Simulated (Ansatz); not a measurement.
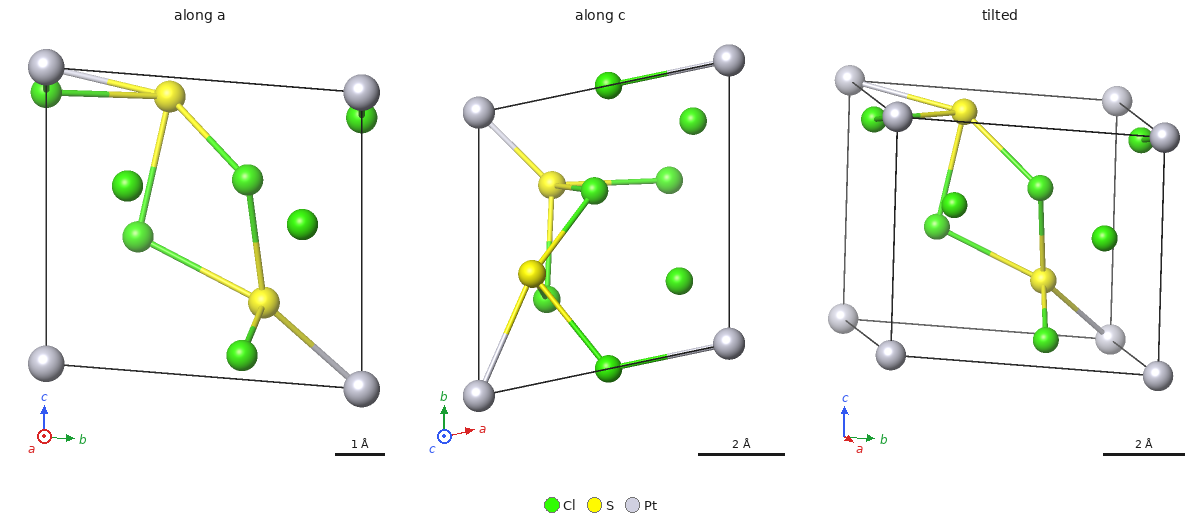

The figure gives a ball-and-stick picture of the atoms, viewed along the a axis, along the c axis and slightly off an axis. The simulation cell is drawn as a box. Cell: a = 6.062 Å, b = 6.662 Å, c = 6.183 Å, α = 92.91°, β = 82.03°, γ = 78.75°.

What does the picture show?

The material is PtS₂Cl₆. There is no symmetry operation other than the lattice translations (P1). The atoms show no order inside the cell. The cell holds 9 atoms (1 Pt, 2 S, 6 Cl), Z = 1. The numbers of neighbours within bonding distance are Pt 3, S 6 and Cl 0 to 2 (mean 1.5).

The geometry is that of a made-up disordered cell, without relaxation. Ansatz was used for an electronic-structure calculation on it.

At this level of theory the cell isn't at rest (forces up to 1.2 eV/Å), so its distances can differ from those at equilibrium, the more so the softer the solid.
